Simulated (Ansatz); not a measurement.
# SiN₂H₆ + HF + HF: a complex and its separated parts, part 3 of 3

Ansatz 0.2.0, Gaussian basis. Earlier steps stand in the parts before.

### Step 19. RPA on PBE/def2-TZVPP

The inputs:

parta/in.yaml

```yaml
crystal:
  periodic: [false, false, false]
  atoms:
    - {symbol: Si, position_ang: [-0.937740, -0.122798, -0.916017]}
    - {symbol: N, position_ang: [-0.406044, -1.404217, 0.085483]}
    - {symbol: H, position_ang: [-1.442430, -0.482948, -2.273678]}
    - {symbol: H, position_ang: [-2.073884, 0.467569, -0.148985]}
    - {symbol: N, position_ang: [0.396077, 0.896760, -1.246254]}
    - {symbol: H, position_ang: [-1.039672, -1.843414, 0.731678]}
    - {symbol: H, position_ang: [0.333784, -2.024163, -0.200254]}
    - {symbol: H, position_ang: [0.439924, 1.417258, -2.105950]}
    - {symbol: H, position_ang: [0.916015, 1.340778, -0.507454]}
basis:
  gaussian: {orbitals: def2-TZVPP}
hamiltonian: {xc: pbe}
correlation: {method: rpa}
```

partb/in.yaml

```yaml
crystal:
  periodic: [false, false, false]
  atoms:
    - {symbol: H, position_ang: [1.236905, 1.065868, 1.749186]}
    - {symbol: F, position_ang: [1.389700, 1.894077, 1.378752]}
basis:
  gaussian: {orbitals: def2-TZVPP}
hamiltonian: {xc: pbe}
correlation: {method: rpa}
```

partc/in.yaml

```yaml
crystal:
  periodic: [false, false, false]
  atoms:
    - {symbol: H, position_ang: [0.371716, -0.792309, 1.371408]}
    - {symbol: F, position_ang: [0.815648, -0.412359, 2.082084]}
basis:
  gaussian: {orbitals: def2-TZVPP}
hamiltonian: {xc: pbe}
correlation: {method: rpa}
```

Each run has its own folder and the same command.

Launch:

```console
$ ansatz run in.yaml --threads 8 --pin off --events-out ev --progress --plain --max-ram 19148MiB
```

parta printed (excerpt; [...] marks lines left out):

```text
Functional definition: PBE
  name "PBE"
  cite "Perdew, Burke & Ernzerhof, Phys. Rev. Lett. 77, 3865 (1996) doi:10.1103/PhysRevLett.77.3865"
  parent pbe
[...]
1077 factors; integrals over basis functions are off by at most 1.2e-3 eV
[...]
mean field -10950.66816904 eV, -402.4296325826 hartree, gradient 4.4e-6 eV, S^2 0.000000; 0 other end points of the search recorded, 0 dependent functions left out
7 core orbitals not correlated: weight in the atoms' cores, before any rotation towards them, 1.000 or more for the frozen orbitals, at most 0.000 for the correlated occupied ones
reference -10923.04941064 eV, -401.4146619322 hartree; 10, 10 occupied and 171, 171 virtual orbitals, 1077 factors
Total energy: -10948.62180379 eV, -402.3544300468 hartree
```

partb printed (excerpt; [...] marks lines left out):

```text
[... 4 set-up lines as earlier in the session ...]
[...]
287 factors; integrals over basis functions are off by at most 1.0e-3 eV
[...]
mean field -2731.84358128 eV, -100.3933999018 hartree, gradient 9.3e-7 eV, S^2 0.000000; 0 other end points of the search recorded, 0 dependent functions left out
1 core orbitals not correlated: weight in the atoms' cores, before any rotation towards them, 1.000 or more for the frozen orbitals, at most 0.000 for the correlated occupied ones
reference -2722.68122611 eV, -100.0566895598 hartree; 4, 4 occupied and 40, 40 virtual orbitals, 287 factors
Total energy: -2733.63265938 eV, -100.4591473093 hartree
```

partc printed (excerpt; [...] marks lines left out):

```text
[... 4 set-up lines as earlier in the session ...]
[...]
287 factors; integrals over basis functions are off by at most 1.0e-3 eV
[...]
mean field -2731.84358134 eV, -100.3933999040 hartree, gradient 9.3e-7 eV, S^2 0.000000; 0 other end points of the search recorded, 0 dependent functions left out
1 core orbitals not correlated: weight in the atoms' cores, before any rotation towards them, 1.000 or more for the frozen orbitals, at most 0.000 for the correlated occupied ones
reference -2722.68122593 eV, -100.0566895533 hartree; 4, 4 occupied and 40, 40 virtual orbitals, 287 factors
Total energy: -2733.63265939 eV, -100.4591473099 hartree
```

They took 8.5 s (parta), 1.3 s (partb), 1.3 s (partc) on 8 threads of Intel Xeon at 2.50GHz, shared host; peak memory 0.54 GiB.

### Step 20. CCSD(T)/def2-TZVPP

The same edit goes into each in.yaml of step 19 (parta, partb, partc):

```diff
-hamiltonian: {xc: pbe}
-correlation: {method: rpa}
+correlation: {method: ccsd_t}
```

Each run has its own folder and the same command.

Launch:

```console
$ ansatz run in.yaml --threads 8 --pin off --events-out ev --progress --plain --max-ram 19148MiB
```

parta printed (excerpt; [...] marks lines left out):

```text
Functional definition: HF
  name "HF"
  cite "Fock, Z. Phys. 61, 126 (1930) doi:10.1007/BF01340294"
[... 1 set-up line as earlier in the session ...]
[...]
1077 factors; integrals over basis functions are off by at most 1.2e-3 eV
[...]
mean field -10924.02255827 eV, -401.4504244481 hartree, gradient 2.2e-6 eV, S^2 0.000000; 0 other end points of the search recorded, 0 dependent functions left out
7 core orbitals not correlated: weight in the atoms' cores, before any rotation towards them, 1.000 or more for the frozen orbitals, at most 0.000 for the correlated occupied ones
reference -10924.02255827 eV, -401.4504244481 hartree; 10, 10 occupied and 171, 171 virtual orbitals, 1077 factors
second order -15.28490179 eV of doubles, -0.00000000 eV of singles
cycle   1  -15.74530417 eV  change   -4.6e-1 eV  update   7.3e-2
[...]
cycle   9  -16.15879981 eV  change   -2.2e-6 eV  update   1.3e-5
perturbative correction -0.56664761 eV, -0.0208239155 hartree
Total energy: -10940.74800569 eV, -402.0650733038 hartree
```

Output in partb (excerpt; [...] marks lines left out):

```text
[... 4 set-up lines as earlier in the session ...]
[...]
287 factors; integrals over basis functions are off by at most 1.0e-3 eV
[...]
mean field -2722.91269142 eV, -100.0651957532 hartree, gradient 4.5e-6 eV, S^2 0.000000; 0 other end points of the search recorded, 0 dependent functions left out
1 core orbitals not correlated: weight in the atoms' cores, before any rotation towards them, 1.000 or more for the frozen orbitals, at most 0.000 for the correlated occupied ones
reference -2722.91269142 eV, -100.0651957532 hartree; 4, 4 occupied and 40, 40 virtual orbitals, 287 factors
second order -7.36487216 eV of doubles, -0.00000000 eV of singles
cycle   1  -7.29622725 eV  change    6.9e-2 eV  update   3.9e-2
[...]
cycle   8  -7.43091057 eV  change    2.8e-7 eV  update   3.3e-6
perturbative correction -0.17033955 eV, -0.0062598630 hartree
Total energy: -2730.51394154 eV, -100.3445365427 hartree
```

Output in partc (excerpt; [...] marks lines left out):

```text
[... 4 set-up lines as earlier in the session ...]
[...]
287 factors; integrals over basis functions are off by at most 1.0e-3 eV
[...]
mean field -2722.91269127 eV, -100.0651957476 hartree, gradient 4.5e-6 eV, S^2 0.000000; 0 other end points of the search recorded, 0 dependent functions left out
1 core orbitals not correlated: weight in the atoms' cores, before any rotation towards them, 1.000 or more for the frozen orbitals, at most 0.000 for the correlated occupied ones
reference -2722.91269127 eV, -100.0651957476 hartree; 4, 4 occupied and 40, 40 virtual orbitals, 287 factors
second order -7.36487230 eV of doubles, -0.00000000 eV of singles
cycle   1  -7.29622747 eV  change    6.9e-2 eV  update   3.9e-2
[...]
cycle   8  -7.43091040 eV  change    6.8e-7 eV  update   3.3e-6
perturbative correction -0.17033954 eV, -0.0062598627 hartree
Total energy: -2730.51394121 eV, -100.3445365308 hartree
```

They took 27 s (parta), 2 s (partb), 1.8 s (partc) on 8 threads of Intel Xeon at 2.50GHz, shared host; peak memory 2 GiB.

### Step 21. Vibrations of SiN₂H₆

vib-parta/in.yaml reads:

```yaml
crystal:
  periodic: [false, false, false]
  atoms:
    - {symbol: Si, position_ang: [-0.937740, -0.122798, -0.916017]}
    - {symbol: N, position_ang: [-0.406044, -1.404217, 0.085483]}
    - {symbol: H, position_ang: [-1.442430, -0.482948, -2.273678]}
    - {symbol: H, position_ang: [-2.073884, 0.467569, -0.148985]}
    - {symbol: N, position_ang: [0.396077, 0.896760, -1.246254]}
    - {symbol: H, position_ang: [-1.039672, -1.843414, 0.731678]}
    - {symbol: H, position_ang: [0.333784, -2.024163, -0.200254]}
    - {symbol: H, position_ang: [0.439924, 1.417258, -2.105950]}
    - {symbol: H, position_ang: [0.916015, 1.340778, -0.507454]}
basis:
  gaussian: {orbitals: def2-TZVP}
hamiltonian: {xc: pbe0, dispersion: d4}
phonons: {temperatures: {t_min: 298.15, t_max: 900, t_step: 200}}
```

Launch:

```console
$ ansatz run in.yaml --threads 8 --pin off --events-out ev --progress --plain --max-ram 19148MiB
```

Log (excerpt; [...] marks lines left out):

```text
[... 5 set-up lines as earlier in the session ...]
[...]
842 factors; their error is unknown
[...]
mean field -10951.66744622 eV, -402.4663553418 hartree, gradient 1.9e-5 eV, S^2 0.000000; 0 other end points of the search recorded, 0 dependent functions left out
[...]
Atom 7 at     0.439924     1.417258    -2.105950 Å, force     0.001030     0.000283    -0.001056 eV/Å
Atom 8 at     0.916015     1.340778    -0.507454 Å, force    -0.000326     0.000069     0.000149 eV/Å
Dipole moment:     0.143867    -0.020256     0.051411 e Å
Vibrations: 206.92 252.39 335.87 350.62 422.38 599.69 682.11 813.39 820.86 889.29 900.92 981.54 988.12 1573.73 1577.31 2175.29 2190.77 3612.33 3613.43 3711.93 3712.88 cm⁻¹, zero-point energy 1.885291 eV
```

Wall time 2.2 min (8 threads of Intel Xeon at 2.50GHz, shared host); peak memory 0.54 GiB.

The modes, with what each moves most:

```csv
mode,wavenumber (cm⁻¹),character
1,207,bend with torsion
2,252,torsion
3,336,torsion
4,351,torsion
5,422,torsion
6,600,torsion with bend
7,682,bend
8,813,bend with torsion
9,821,Si–N stretch
10,889,Si–N stretch
11,901,bend
12,982,bend with torsion
13,988,torsion with bend
14,1574,bend
15,1577,bend
16,2175,Si–H stretch
17,2191,Si–H stretch
18,3612,N–H stretch
19,3613,N–H stretch
20,3712,N–H stretch
21,3713,N–H stretch
```

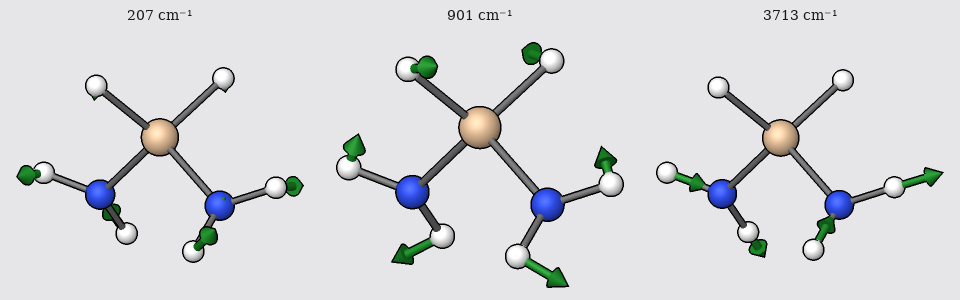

How the atoms move in 3 of the modes.

Vibrational sums (real modes only):

```csv
T (K),entropy (J/mol/K),heat capacity (J/mol/K)
298,36.5,55.5
498,72.7,85.6
698,104.9,104.4
898,132.9,117.8
```

### Step 22. Vibrations of HF

vib-partb/in.yaml reads:

```yaml
crystal:
  periodic: [false, false, false]
  atoms:
    - {symbol: H, position_ang: [1.236905, 1.065868, 1.749186]}
    - {symbol: F, position_ang: [1.389700, 1.894077, 1.378752]}
basis:
  gaussian: {orbitals: def2-TZVP}
hamiltonian: {xc: pbe0, dispersion: d4}
phonons: {temperatures: {t_min: 298.15, t_max: 900, t_step: 200}}
```

Launch:

```console
$ ansatz run in.yaml --threads 8 --pin off --events-out ev --progress --plain --max-ram 19148MiB
```

Log (excerpt; [...] marks lines left out):

```text
[... 5 set-up lines as earlier in the session ...]
[...]
200 factors; their error is unknown
[...]
mean field -2731.80169997 eV, -100.3918607921 hartree, gradient 6.9e-6 eV, S^2 0.000000; 0 other end points of the search recorded, 0 dependent functions left out
[...]
reference -2731.80151832 eV, -100.3918541167 hartree; 5, 5 occupied and 32, 32 virtual orbitals, 200 factors
Total energy: -2731.80322170 eV, -100.3919167147 hartree
Atom 0 at     1.236905     1.065868     1.749186 Å, force    -0.000001    -0.000004     0.000002 eV/Å
Atom 1 at     1.389700     1.894077     1.378752 Å, force     0.000001     0.000004    -0.000002 eV/Å
Dipole moment:    -0.066566    -0.360812     0.161381 e Å
Vibrations: 4152.87 cm⁻¹, zero-point energy 0.257445 eV
```

It took 9.6 s on 8 threads of Intel Xeon at 2.50GHz, shared host; peak memory 0.54 GiB.

The modes, with what each moves most:

```csv
mode,wavenumber (cm⁻¹),character
1,4153,F–H stretch
```

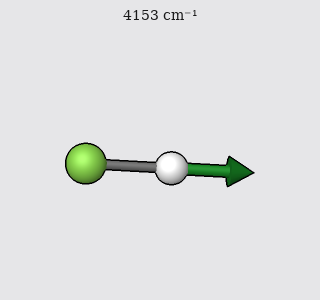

How the atoms move in 1 of the modes.

Vibrational sums (real modes only):

```csv
T (K),entropy (J/mol/K),heat capacity (J/mol/K)
298,0.0,0.0
498,0.0,0.0
698,0.0,0.1
898,0.1,0.5
```

### Step 23. Vibrations of HF

vib-partc/in.yaml reads:

```yaml
crystal:
  periodic: [false, false, false]
  atoms:
    - {symbol: H, position_ang: [0.371716, -0.792309, 1.371408]}
    - {symbol: F, position_ang: [0.815648, -0.412359, 2.082084]}
basis:
  gaussian: {orbitals: def2-TZVP}
hamiltonian: {xc: pbe0, dispersion: d4}
phonons: {temperatures: {t_min: 298.15, t_max: 900, t_step: 200}}
```

Launch:

```console
$ ansatz run in.yaml --threads 8 --pin off --events-out ev --progress --plain --max-ram 19148MiB
```

Log (excerpt; [...] marks lines left out):

```text
[... 5 set-up lines as earlier in the session ...]
[...]
200 factors; their error is unknown
[...]
mean field -2731.80169997 eV, -100.3918607921 hartree, gradient 6.9e-6 eV, S^2 0.000000; 0 other end points of the search recorded, 0 dependent functions left out
[...]
reference -2731.80151834 eV, -100.3918541173 hartree; 5, 5 occupied and 32, 32 virtual orbitals, 200 factors
Total energy: -2731.80322170 eV, -100.3919167147 hartree
Atom 0 at     0.371716    -0.792309     1.371408 Å, force     0.000001     0.000001     0.000001 eV/Å
Atom 1 at     0.815648    -0.412359     2.082084 Å, force    -0.000001    -0.000001    -0.000001 eV/Å
Dipole moment:    -0.193401    -0.165527    -0.309609 e Å
Vibrations: 4152.87 cm⁻¹, zero-point energy 0.257445 eV
```

Run time: 8.5 s. Hardware: 8 threads of Intel Xeon at 2.50GHz, shared host; peak memory 0.54 GiB.

The modes, with what each moves most:

```csv
mode,wavenumber (cm⁻¹),character
1,4153,F–H stretch
```

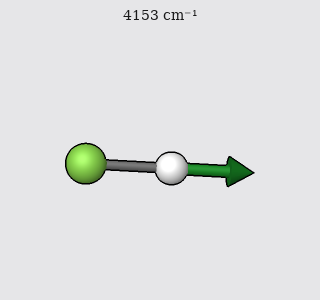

Displacements of 1 modes, as arrows.

Vibrational sums (real modes only):

```csv
T (K),entropy (J/mol/K),heat capacity (J/mol/K)
298,0.0,0.0
498,0.0,0.0
698,0.0,0.1
898,0.1,0.5
```

### Step 24. Complex less separated parts

The complex's own energies come from single points at the same levels.

Rows are in def2-TZVPP; times add the 4 runs of a level on a shared host, so small differences are noise.

Differences are taken before rounding.

```csv
method,rung,complex less parts (kcal/mol),from CCSD(T) (kcal/mol),time
SPW92,LDA,-40.8,-17.7,8.5 s
PBE-D4,GGA,-29.6,-6.6,10 s
BLYP-D4,GGA,-27.7,-4.7,11 s
r2SCAN-D4,meta-GGA,-27.8,-4.8,14 s
B97M-V,meta-GGA,-24.0,-1.0,23 s
PBE0-D4,hybrid,-26.9,-3.9,16 s
B3LYP-D4,hybrid,-26.6,-3.5,15 s
r2SCAN0-D4,hybrid,-26.2,-3.2,19 s
BHLYP-D4,hybrid,-24.8,-1.7,14 s
CAM-B3LYP-D4,range-separated hybrid,-28.1,-5.1,17 s
wB97X-V,range-separated hybrid,-25.4,-2.3,25 s
wB97M-V,range-separated hybrid,-25.0,-2.0,27 s
B2PLYP,double hybrid,-24.0,-1.0,32 s
PBE-QIDH,double hybrid,-24.1,-1.1,31 s
RPA on PBE,RPA,-21.4,+1.6,27 s
Hartree-Fock,wavefunction,-12.7,+10.3,
MP2,wavefunction,-23.6,-0.6,
CCSD,wavefunction,-21.2,+1.8,
CCSD(T),wavefunction,-23.0,0,4.6 min
```

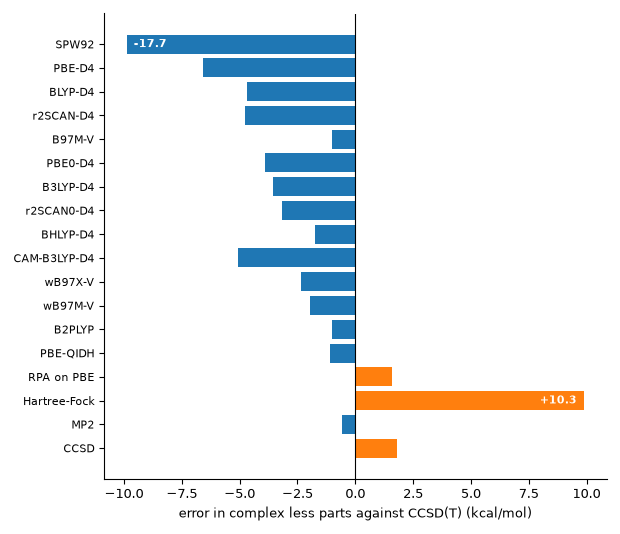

Deviations from CCSD(T), method by method. Bars with a number in them are cut short.

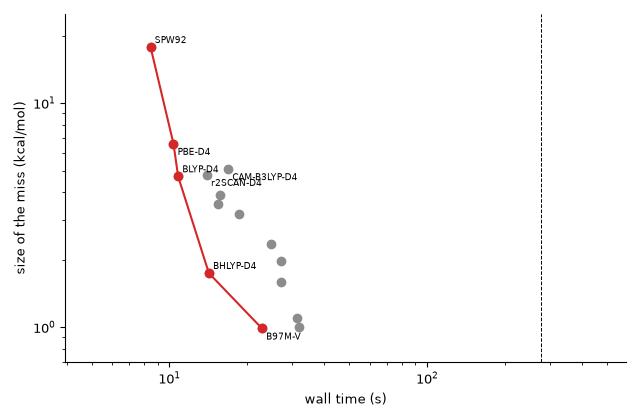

Accuracy for the time spent; red marks the levels that beat every quicker one drawn (of those quicker than the yardstick), and the dashed line is the time of CCSD(T). Only those levels and the largest misses are named. Times are from a shared host.

B97M-V reaches 1.0 kcal/mol from the reference in 23 s, where CCSD(T) took 4.6 min; the quickest level in the cost chart, SPW92, takes 8.5 s and misses by 17.7 kcal/mol.

The complex's zero-point energy, from a separate PBE0-D4 run, is 2.602 eV.

### Step 25. Summary of results

What follows sums up all 3 parts.

| quantity | value |
| --- | --- |
| complex less parts, CCSD(T)/def2-TZVPP | -23.0 kcal/mol |
| with zero-point energy | -18.4 kcal/mol |
| largest T1 diagnostic | 0.010 |

In words: At CCSD(T) the complex lies 23.0 kcal/mol below its parts. The functionals run from B97M-V, off by -1.0 kcal/mol, to SPW92, off by -17.7 kcal/mol, against CCSD(T). B2PLYP is as near within the digits shown. Mean unsigned error by rung: LDA 17.7, GGA 5.6, meta-GGA 2.9, hybrid 3.1, range-separated hybrid 3.1, double hybrid 1.1 kcal/mol. PBE-D4 gives a relative energy 6.6 kcal/mol too low, outside chemical accuracy (1 kcal/mol). No counterpoise was applied, and triple zeta lacks some correlation, so the CCSD(T) reference has a basis error of its own, and close matches with it are partly luck.
